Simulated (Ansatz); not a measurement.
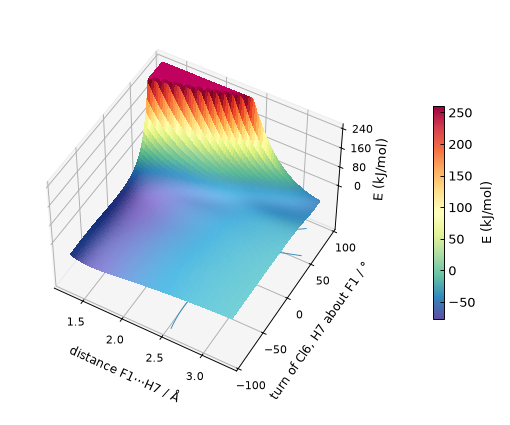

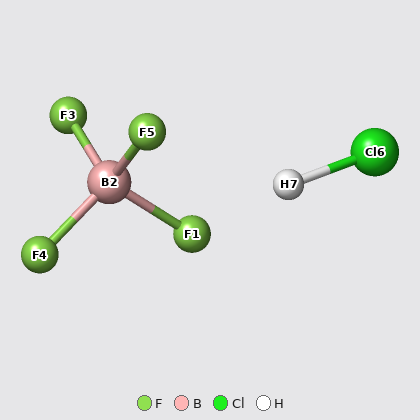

Energy landscape of the pair BF₄···ClH, charge −1. The turn is about an axis along (0.49, −0.87, 0.02) in the frame of the relaxed pair, normal to the line between the partners. Coordinates scanned: (1) distance F1···H7; (2) turn of Cl6, H7 about F1. The grid has 9 × 9 points. Points are written as (first, second). All energies are given in kJ/mol relative to the ion and the molecule far apart, frozen as in the relaxed pair, each in its own basis (no counterpoise correction). The calculation used RKS PBE0-D4/def2-SVPD (Ansatz 0.2.0).

Drawn: a relief with its contours projected below, any walls above the top of the colour scale cut off. Between grid points the surface is interpolated. The second picture is the structure at the lowest point.

> Where are the wells?

The lowest grid point is at (1.565 Å, 0.0°), −76 kJ/mol from the ion and the molecule far apart, frozen as in the relaxed pair, each in its own basis (no counterpoise correction). The energy also falls towards the edge at (1.565 Å, −90.0°) (3.4 kJ/mol above the lowest), where a further well may lie outside the range. The highest grid point, (1.277 Å, 90.0°), lies 2764 kJ/mol above the lowest.

Grid values (kJ/mol):

```csv
"turn of Cl6, H7 about F1 ↓, distance F1···H7 →",1.277,1.386,1.565,1.784,2.035,2.313,2.614,2.936,3.277
90.0,2687,2397,1924,1334,767,354,109,−9,−50
67.5,439,350,232,126,44,−11,−39,−48,−47
45.0,12,−13,−36,−48,−52,−50,−46,−40,−34
22.5,−53,−65,−72,−68,−60,−51,−42,−34,−28
0.0,−63,−73,−76,−70,−60,−49,−39,−32,−26
−22.5,−61,−71,−74,−68,−58,−47,−38,−31,−25
−45.0,−58,−68,−71,−66,−56,−46,−37,−30,−24
−67.5,−57,−67,−71,−66,−56,−46,−37,−30,−24
−90.0,−59,−69,−73,−67,−57,−47,−38,−30,−25
```

The input of one point:

```yaml
crystal:
  periodic: [false, false, false]
  atoms:
    - { symbol: F, position_ang: [0.664052, 0.380427, 0.216326] }
    - { symbol: B, position_ang: [-0.074682, -0.059505, -0.961047] }
    - { symbol: F, position_ang: [-1.324186, 0.553796, -0.93626] }
    - { symbol: F, position_ang: [0.657744, 0.332191, -2.078115] }
    - { symbol: F, position_ang: [-0.195939, -1.444873, -0.897309] }
    - { symbol: Cl, position_ang: [0.006088, 0.057308, 3.03203] }
    - { symbol: H, position_ang: [0.243107, 0.168676, 1.708704] }
total_charge: -1
basis:
  gaussian: { orbitals: def2-SVPD }
hamiltonian:
  xc: pbe0
  dispersion: d4
output:
  forces: true
```

The whole map (81 points run) took 10 min on 1 thread of Arm Neoverse V2, on a shared host.
